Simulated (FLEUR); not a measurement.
Band structure of GaTc (P-6m2, 2 atoms in the cell).

```xyz
2
Lattice="2.8337 0.0000 0.0000 -1.4169 2.4541 0.0000 0.0000 0.0000 4.0404" Properties=species:S:1:pos:R:3 pbc="T T T"
Ga     1.4169     0.8180     2.0202
Tc     0.0000     1.6360     0.0000
```

Computed with PBEsol, all-electron FLAPW (FLEUR), scalar-relativistic valence run with FLEUR.

Settings: Kmax = 3.4 1/bohr; GmaxXC = 13.6 1/bohr; xcFunctional = PBEs; jspins = 1; l_soc = F; mode = hist; fermiSmearingEnergy = 0.00499791 Htr; mesh (inpgen div1-3) = 11 11 7; inpgen gamma flag = false; Gmax = 13.6 1/bohr; numbands = 0; maxIterBroyd = 15; imix = Anderson; alpha = 0.05.

The starting cell comes from a database of computed structures (which also holds hypothetical and non-ambient phases and stackings), without a prior relaxation at this level. Its lattice was rescaled by a random factor within 2.5 % of one. Spin polarisation is off. Values depend on the basis (sphere radii, cutoffs, local orbitals), which need not be converged.

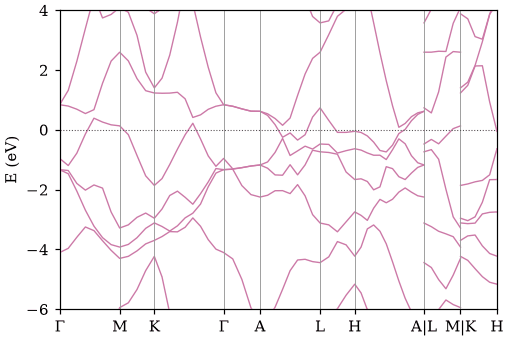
Figure. Bands along the path, energies from the Fermi level.

Levels in eV from the Fermi level, bands 11 to 18:
| point | 11 | 12 | 13 | 14 | 15 | 16 | 17 | 18 |
|---|---|---|---|---|---|---|---|---|
| Γ | -4.11 | -1.34 | -1.34 | -0.96 | 0.84 | 0.84 | 6.71 | 13.04 |
| M | -4.30 | -3.93 | -3.29 | 0.13 | 2.59 | 4.09 | 6.35 | 6.81 |
| K | -3.70 | -3.12 | -2.96 | -1.86 | 1.23 | 1.40 | 3.88 | 10.58 |
| A | -6.48 | -2.25 | -1.18 | -1.18 | 0.62 | 0.62 | 11.28 | 12.52 |
| L | -4.45 | -3.12 | -0.74 | -0.48 | 0.73 | 2.59 | 3.57 | 7.83 |
| H | -4.23 | -2.75 | -1.67 | -0.64 | -0.05 | 4.25 | 4.47 | 5.99 |
